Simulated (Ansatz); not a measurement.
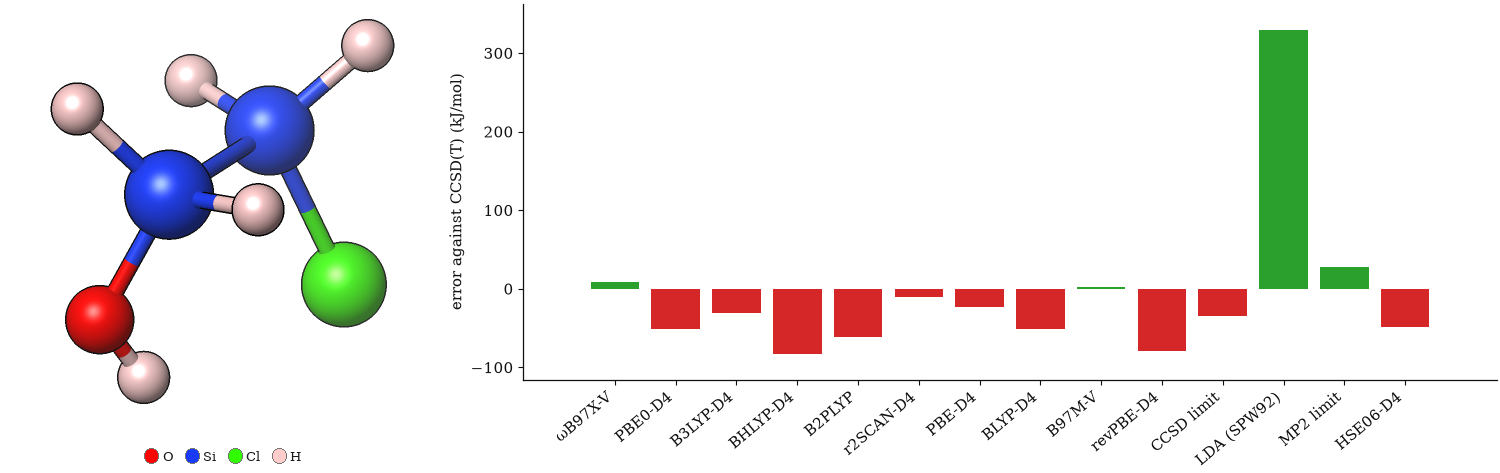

Error in the electronic atomisation energy (method less reference, so positive means overbinding) of Si₂H₅OCl, SMILES O[SiH2][SiH2]Cl: functionals in def2-TZVPP against frozen-core CCSD(T) at the limit (MP2 extrapolated from triple and quadruple zeta, plus CCSD(T) less MP2 in a smaller set), which gives 2882.7 kJ/mol, at a PBE0-D4/def2-TZVP geometry (a minimum by its frequencies), no zero-point or spin-orbit term, the Ansatz code. The reference leaves out core correlation, a term that grows with the number of heavy atoms. B2PLYP holds a correlation term that converges slowly with the basis, so part of the distance to the limit is basis error. No dispersion term is added to B2PLYP. Limit means the basis limit.

Which of these levels overbind, and which underbind?

Answer. Overbind: LDA (SPW92) and MP2 limit. Underbind: PBE0-D4, B3LYP-D4, BHLYP-D4, B2PLYP, PBE-D4, BLYP-D4, revPBE-D4, CCSD limit and HSE06-D4. Within 20 kJ/mol of zero, too close to call in view of what the reference leaves out: ωB97X-V, r2SCAN-D4 and B97M-V.

Give the values.

Answer.
```csv
level,kJ/mol
ωB97X-V,8.6
PBE0-D4,−50.9
B3LYP-D4,−30.4
BHLYP-D4,−82.7
B2PLYP,−61.2
r2SCAN-D4,−10.9
PBE-D4,−23.1
BLYP-D4,−50.9
B97M-V,2.7
revPBE-D4,−78.8
CCSD limit,−35.0
LDA (SPW92),329.8
MP2 limit,28.0
HSE06-D4,−49.3
```

Caveats, for all or some of the runs: one conformer of a flexible molecule.
